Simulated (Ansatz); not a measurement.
CH$_{5}$AlO: several calculations on one system

Part 1: Relaxation

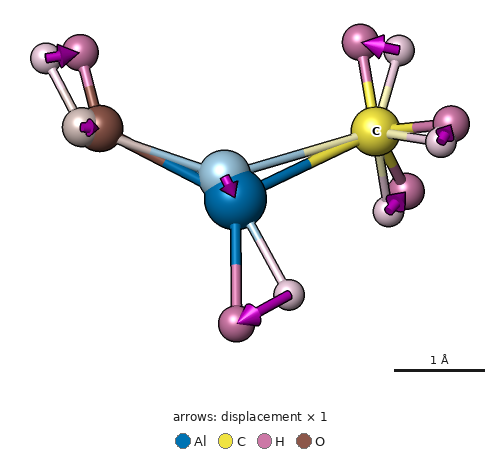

A relaxation of CH₅AlO. The starting structure is drawn faded, the final one solid; purple arrows show the displacements, at their true length. The two geometries are superimposed by the best rigid fit.

Style: ball-and-stick. Shown at a tilt.

The run prepares an end point of a later path (reaction) calculation, from a guessed geometry.

All numbers below come from RKS PBE0-D4/def2-SVP (Ansatz 0.2.0). Set-up: no spin polarisation; force threshold 0.03 eV/Å; at most 50 steps.

What did the optimiser do to the structure, and how much energy did it gain?

The energy falls by 68.5 kJ/mol in 8 geometry steps. Largest force component: 1.7 eV/Å at the start, 0.011 eV/Å at the end. The atom that moves furthest after the best rigid fit is an H atom (0.79 Å). Largest moves by element: H 0.79 Å, Al 0.28 Å, O 0.22 Å, C 0.03 Å. Near-neighbour distances that change, for instance: Al–H 1.550 → 1.585 Å, Al–C 1.939 → 1.952 Å, Al–O 1.695 → 1.707 Å. Bond angles that change, for instance: C–Al–H 85.0° → 123.2°, H–Al–O 133.5° → 113.7°, C–Al–O 141.2° → 123.1°. The run took 22 s on 1 thread of Arm Neoverse V1, with other jobs on the host, peak memory 0.14 GiB.

Part 2: Relaxation

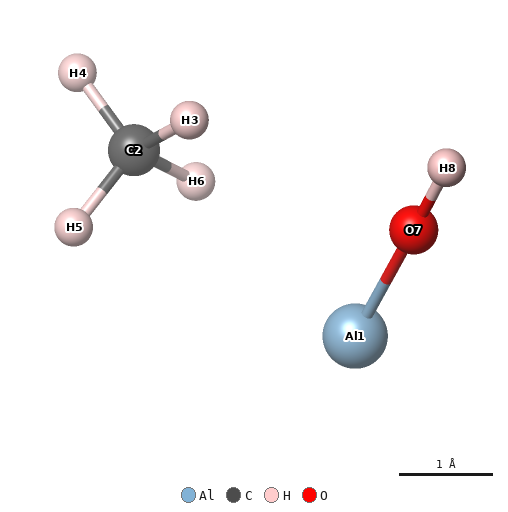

Starting structure of CH$_{5}$AlO. Style: ball-and-stick. Shown at a tilt.

The run prepares an end point of a later path (reaction) calculation, from a guessed geometry.

Theory: RKS PBE0-D4/def2-SVP (Ansatz 0.2.0).

The input:
```yaml
crystal:
  periodic: [false, false, false]
  atoms:
    - { symbol: Al, position_ang: [-0.178058, 0.790276, -0.968997] }
    - { symbol: C, position_ang: [1.468414, -0.079543, 1.603454] }
    - { symbol: H, position_ang: [0.440072, -0.46256, 1.643802] }
    - { symbol: H, position_ang: [2.095156, -0.629374, 2.319845] }
    - { symbol: H, position_ang: [1.479888, 0.990551, 1.851582] }
    - { symbol: H, position_ang: [1.873422, -0.214864, 0.584599] }
    - { symbol: O, position_ang: [-1.376364, -0.299515, -0.490263] }
    - { symbol: H, position_ang: [-2.024429, -0.941671, -0.219521] }
basis:
  gaussian: { orbitals: def2-SVP }
hamiltonian:
  xc: pbe0
  dispersion: d4
relax:
  f_tol: 0.03
  max_steps: 50
output:
  orbitals: {}
```

Command:
```bash
ansatz run input.yaml --threads 1 --pin off --max-ram 2048MiB --backend cpu --events-out ev --progress --plain --runs-dir out
```

**Where does the relaxation end?**

Al1 moves most after the best rigid fit: 1.19 Å. By element the largest moves are Al 1.19 Å, H 0.76 Å, C 0.12 Å, O 0.05 Å. Over 15 accepted moves (17 points after the start) the energy falls by 8.31 kJ/mol. The largest force component goes from 0.21 to 0.028 eV/Å. The line search rejected the trial steps at points 3, 7 of the run. The forces were under the threshold at step 6, but the run went on from there. Cost: 39 s on 1 thread of Arm Neoverse V1 (shared host), peak memory 0.14 GiB.

The structure at the end:

```xyz
8

Al   -1.1044    0.8640   -1.7102
C     1.5712   -0.1106    1.6635
H     0.6846   -0.1478    1.0163
H     1.5182   -0.9108    2.4150
H     1.6155    0.8624    2.1714
H     2.4758   -0.2439    1.0545
O    -1.3977   -0.2603   -0.4841
H    -1.5850   -0.8997    0.1981
```

After the run, drawn alike:

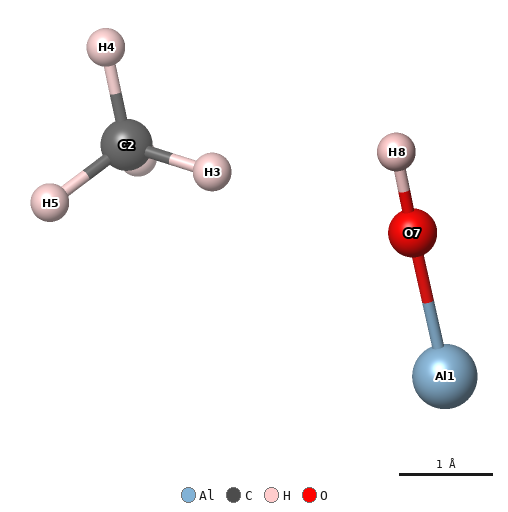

Limits of the set-up: the start holds two separate molecules, 2.8 Å apart at their closest, whose relative position is a soft coordinate.

Part 3: Path

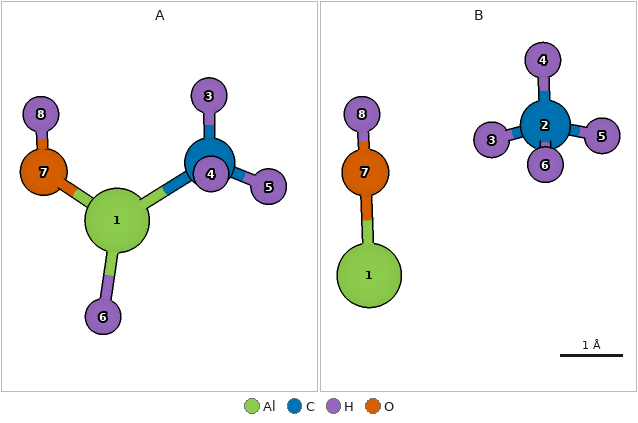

The two relaxed end points of a path for CH5AlO. The picture is a ball-and-stick view, seen at a tilt.

These are results of RKS PBE0-D4/def2-SVP (Ansatz), not measurements.

Settings: 9 movable images; climbing image; force threshold 0.05 eV/Å; iteration limit 60.

Start:
```xyz
8

Al    0.5740   -0.0270   -0.0792
C     0.9996   -0.0684    1.8258
H     0.1450   -0.3293    2.4700
H     1.8064   -0.7942    2.0269
H     1.3804    0.9136    2.1566
H     1.6497    0.2735   -1.2034
O    -0.9948   -0.3084   -0.6903
H    -1.7822   -0.5066   -0.1819
```

End:
```xyz
8

Al   -1.2369    0.8724   -1.6182
C     1.5979   -0.0834    1.6285
H     0.6939   -0.1447    1.0077
H     1.6138   -0.9146    2.3474
H     1.6053    0.8696    2.1747
H     2.4879   -0.1411    0.9870
O    -1.4273   -0.3146   -0.4316
H    -1.5565   -0.9902    0.2289
```

### What barrier does the band find between them, and by what path?

The highest point, image 5, lies 80.0 kcal/mol above the start and 68.9 kcal/mol above the end; the end is at +11.1 kcal/mol relative to the start. Image 3 lies below both ends, at −0.5 kcal/mol, which points to an intermediate minimum that so few images don't resolve. Breaking: Al1–C2 (1.95 → 2.16 at the top → 4.41 Å), Al1–H6 (1.58 → 1.58 at the top → 4.66 Å). Forming: C2–H6 (3.12 → 1.73 at the top → 1.10 Å). The band converged in 46 iterations, with a climbing image at the top. At the top, the vibrational analysis gives one imaginary mode (1427i cm⁻¹), as a transition state must have.

Energies of the converged images:

```csv
image,path (Å),E (kcal/mol)
0,0.00,0.0
1,1.17,0.1
2,2.33,0.1
3,3.50,-0.5
4,4.66,7.2
5,5.83,80.0
6,6.91,17.2
7,7.98,11.8
8,9.06,11.5
9,10.14,11.1
10,11.21,11.1
```

The geometry at the top of the path:

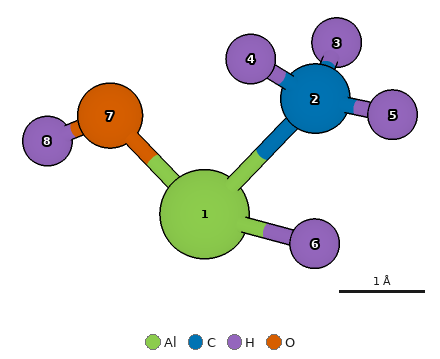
